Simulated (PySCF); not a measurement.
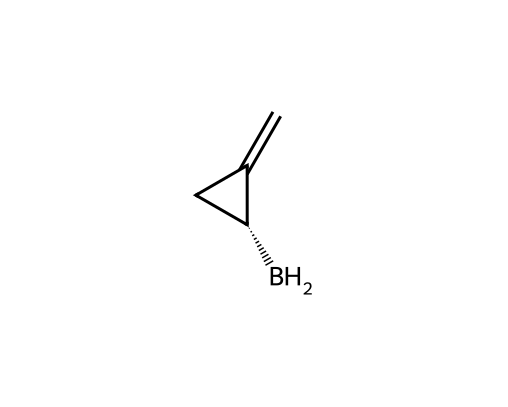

Skeletal drawing of a molecule.

Give its SMILES.

Answer. B[C@@H]1CC1=C

What is the molecular formula?

Answer. C4H7B.

An optimisation with PBE0-D3(BJ)/def2-SVP gave a structure of which point group?

Answer. C1.

More results for the same structure follow; atom numbers are the same in all pictures, views and colours differ. The geometry was computed by an optimisation with PBE0-D3(BJ)/def2-SVP. No frequency run is at hand to confirm it as a minimum.

Shape

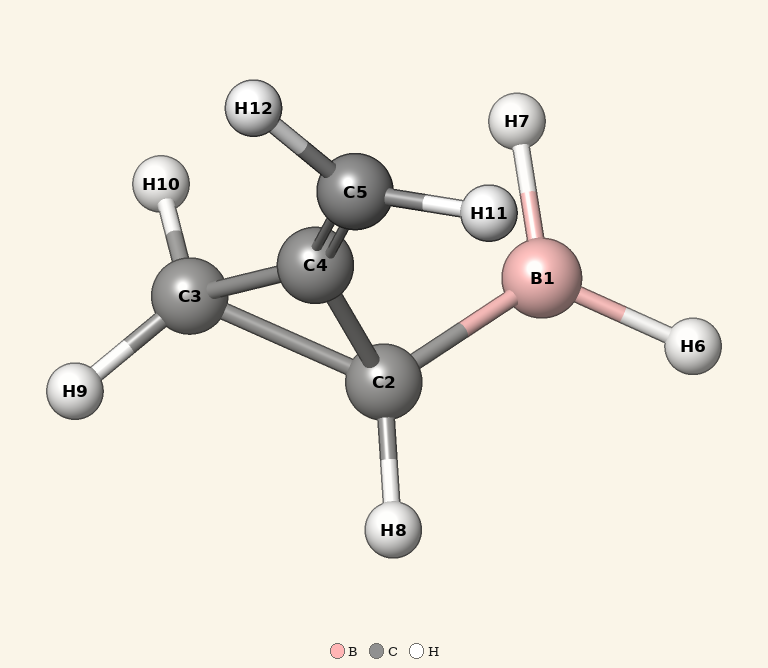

The atoms are numbered. No frequency run is at hand to confirm it as a minimum.

List the bonds and their lengths.

| bond | length (Å) | order |
| --- | --- | --- |
| B1–C2 | 1.532 | single |
| B1–H6 | 1.210 | single |
| B1–H7 | 1.211 | single |
| C2–C3 | 1.542 | single |
| C2–C4 | 1.496 | single |
| C2–H8 | 1.096 | single |
| C3–C4 | 1.443 | single |
| C3–H9 | 1.095 | single |
| C3–H10 | 1.095 | single |
| C4–C5 | 1.323 | double |
| C5–H11 | 1.093 | single |
| C5–H12 | 1.094 | single |

Core levels

No frequency run is at hand to confirm it as a minimum. Level of theory: delta-SCF UKS SCAN, def2-TZVP on the ionised atom, pcseg-1 elsewhere, spin-free X2C (PySCF 2.14.0).

Give the core-electron binding energies (to vacuum) of B1 1s, C2 1s, C3 1s, C4 1s, C5 1s.

```csv
atom,level,binding energy (eV)
B1,1s,195.8
C2,1s,290.8
C3,1s,291.4
C4,1s,291.4
C5,1s,290.8
```

Levels of theory compared

No frequency run is at hand to confirm it as a minimum. Program: PySCF 2.14.0.

Compare lowest singlet excitation (eV) at these levels: PBE0/6-31+G*; PBE0/aug-cc-pVDZ; PBE0/def2-TZVP; PBE0/def2-TZVPD.

```
           level  lowest singlet excitation (eV)
    PBE0/6-31+G*                            5.27
PBE0/aug-cc-pVDZ                            5.24
  PBE0/def2-TZVP                            5.28
 PBE0/def2-TZVPD                            5.27
```

Dipole moment

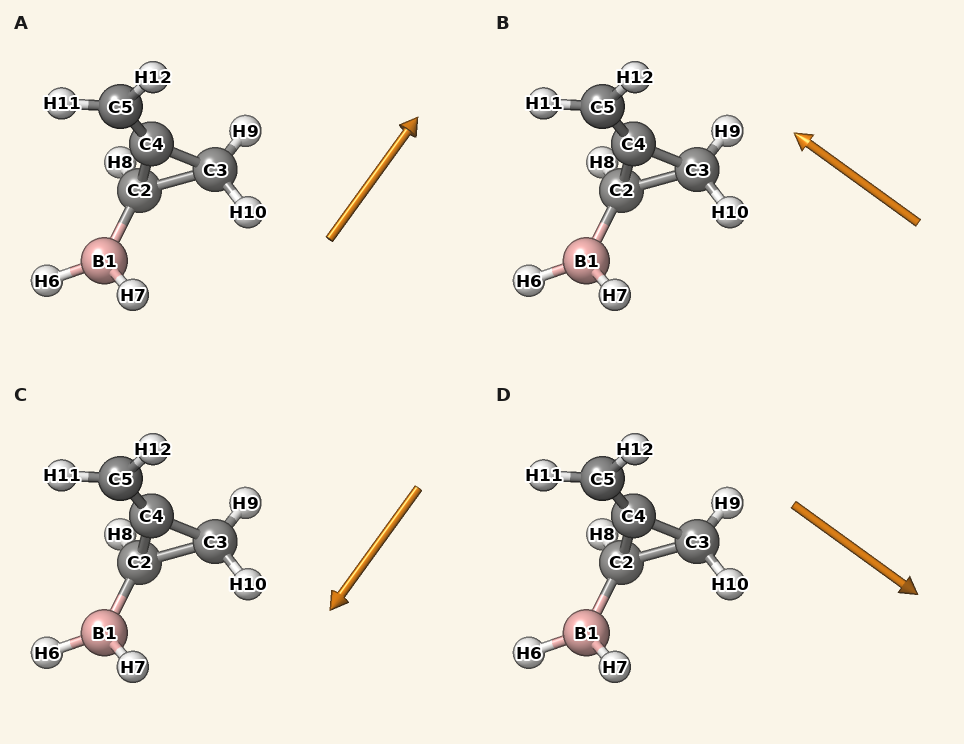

The same molecule four times, each with an arrow. No frequency run is at hand to confirm it as a minimum. Properties computed with PBE0/aug-cc-pVDZ, gas phase (PySCF 2.14.0).

Which arrow points along the dipole moment, from the negative to the positive end?

Answer. A. The dipole moment is 1.14 D; it points from the side of H6 to the side of H9 (the outermost atoms at the two ends).
